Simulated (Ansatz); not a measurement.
## Two runs on C2H8OSi

System: C2H8OSi, SMILES CO[SiH2]C.
Method of run A: RKS PBE0-D4/def2-TZVPP (Ansatz 0.2.0).

The geometry comes from this level: PBE0-D4/def2-TZVP. Text and figures count atoms from 1; the logs count them from 0 in places.

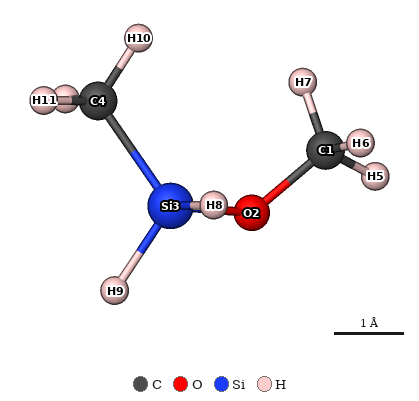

Fig. 1: The structure as given in the input (ball-and-stick view, seen at a tilt; atoms are numbered from 1 in the order of the input). Bond lengths as drawn: C–H 1.09 to 1.10 Å, C–O 1.41 Å, C–Si 1.86 Å, H–Si 1.48 to 1.49 Å and O–Si 1.65 Å.

**The input, run A**
```yaml
crystal:
  periodic: [false, false, false]
  atoms:
    - {symbol: C, position_ang: [0.090913, 1.599502, -1.010710]}
    - {symbol: O, position_ang: [0.715314, 0.340310, -1.046324]}
    - {symbol: Si, position_ang: [0.813079, -0.647301, 0.266875]}
    - {symbol: C, position_ang: [-0.854178, -1.277028, 0.813411]}
    - {symbol: H, position_ang: [0.306486, 2.118040, -1.946783]}
    - {symbol: H, position_ang: [0.464358, 2.214361, -0.182192]}
    - {symbol: H, position_ang: [-0.997171, 1.508076, -0.911535]}
    - {symbol: H, position_ang: [1.443101, 0.096371, 1.398528]}
    - {symbol: H, position_ang: [1.691660, -1.767902, -0.148769]}
    - {symbol: H, position_ang: [-1.508818, -0.460020, 1.127203]}
    - {symbol: H, position_ang: [-0.737347, -1.953775, 1.664729]}
    - {symbol: H, position_ang: [-1.350495, -1.825736, 0.009468]}
basis:
  gaussian: {orbitals: def2-TZVPP}
hamiltonian: {xc: pbe0, dispersion: d4}
output: {orbitals: {seedname: orbitals}}
```

Hardware: 4 CPU threads, shared host.

**Output (run A)**
```
Functional definition: PBE0
  parameter a = 0.25
  parameter kappa = 0.804
  parameter beta = 0.06672455060314922
  exchange = (1 - a)*pbe_x(kappa = kappa, mu = beta*pi^2/3) + a*exact_x
  correlation = pbe_c(beta = beta)
1274 factors; their error is unknown
mean field evaluation 1: about -12115.1288 eV, gradient 6.6e1 eV
mean field evaluation 2: about -12109.3537 eV, gradient 8.3e1 eV
mean field evaluation 4: about -12123.8757 eV, gradient 4.2e0 eV
mean field evaluation 8: about -12123.9181 eV, gradient 4.8e-2 eV
mean field -12123.91808267 eV, -445.5457716513 hartree, gradient 2.2e-5 eV, S^2 0.000000; 0 other end points of the search recorded, 0 dependent functions left out
reference -12123.91811612 eV, -445.5457728804 hartree; 21, 21 occupied and 226, 226 virtual orbitals, 1274 factors
Total energy: -12124.09233850 eV, -445.5521754349 hartree
```

Run B used a changed input.

**The two runs side by side**

| quantity | run A | run B |
| --- | --- | --- |
| outcome | converged | converged |
| total energy (hartree) | −445.552175 | −445.263888 |
| HOMO (eV) | −7.95 | −7.82 |
| LUMO (eV) | 0.87 | 1.42 |
| basis functions | 247 | 100 |
| wall time (shared host) | 1.9 s | 0.85 s |

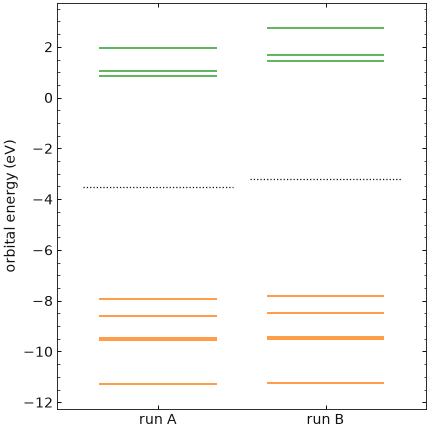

Fig. 2: The five highest filled and three lowest empty orbital energies of the two runs; the dotted lines part filled from empty levels. The HOMO–LUMO gap is 8.82 eV in run A and 9.25 eV in run B.

What was changed in the input?

The change (lines with − go, lines with + come):
```diff
-  gaussian: {orbitals: def2-TZVPP}
+  gaussian: {orbitals: def2-SVP}
```

The total energy of run B is 180.9 kcal/mol higher, which measures the change of basis and not a stability. The HOMO goes from −7.95 to −7.82 eV. The LUMO goes from 0.87 to 1.42 eV. The basis functions go from 247 to 100.

**Output (run B)**
```
Functional definition: PBE0
  parameter a = 0.25
  parameter kappa = 0.804
  parameter beta = 0.06672455060314922
  exchange = (1 - a)*pbe_x(kappa = kappa, mu = beta*pi^2/3) + a*exact_x
  correlation = pbe_c(beta = beta)
1119 factors; their error is unknown
mean field evaluation 1: about -12109.4386 eV, gradient 5.5e1 eV
mean field evaluation 2: about -12106.0868 eV, gradient 6.8e1 eV
mean field evaluation 4: about -12116.0152 eV, gradient 2.7e0 eV
mean field evaluation 8: about -12116.0267 eV, gradient 5.5e-2 eV
mean field -12116.07339133 eV, -445.2574845620 hartree, gradient 8.8e-5 eV, S^2 0.000000; 0 other end points of the search recorded, 0 dependent functions left out
reference -12116.07341902 eV, -445.2574855796 hartree; 21, 21 occupied and 79, 79 virtual orbitals, 1119 factors
Total energy: -12116.24764141 eV, -445.2638881340 hartree
```
